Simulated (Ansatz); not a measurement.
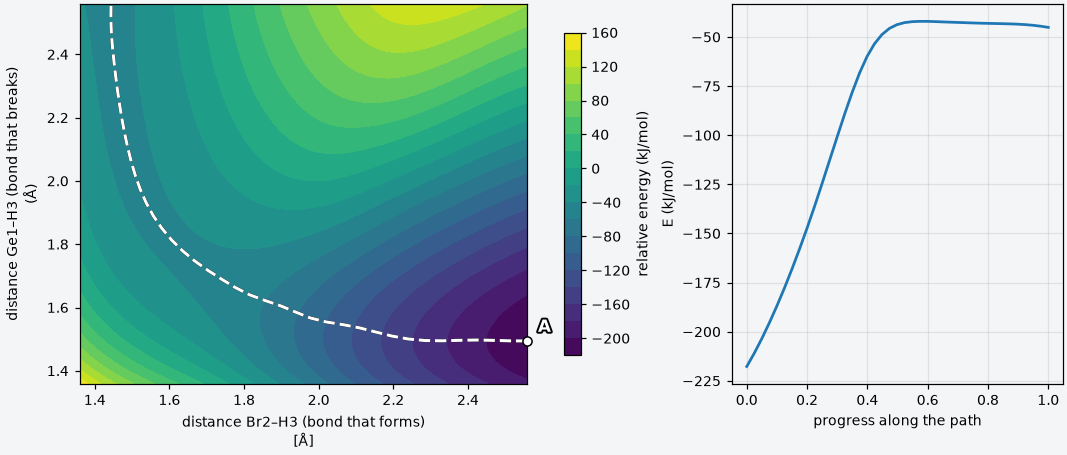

The reacting system BrGeH₃ (fragments BrGeH₃ where the first distance is long, GeH₂ + BrH where the second is long). Coordinates scanned: (1) distance Br2–H3 (bond that forms); (2) distance Ge1–H3 (bond that breaks). Relaxed at each point: all other coordinates. Grid: 9 × 9 points. Points are written as (first, second). All energies are given in kJ/mol relative to a guessed transition structure relaxed with its forming and breaking bonds held. The reference is spin-restricted, so regions where a bond is pulled apart into radicals lie too high. All numbers below come from Ansatz 0.2.0, RKS B3LYP-D4/def2-TZVP.

The picture shows filled contours, a line along the lowest path, the energy along the path at the right, the start A. Between grid points the surface is interpolated.

Describe the path and its barrier.

The easiest path runs from the side where the first distance is long, about (2.56 Å, 1.49 Å), to the side where the second distance is long, (1.448 Å, 2.559 Å). Its highest point, at about (1.61 Å, 1.81 Å), lies about 176 kJ/mol above the start and 3.1 kJ/mol above the end on the interpolated surface. An end on the edge of the scan is no minimum, so the barrier from there is a lower bound.
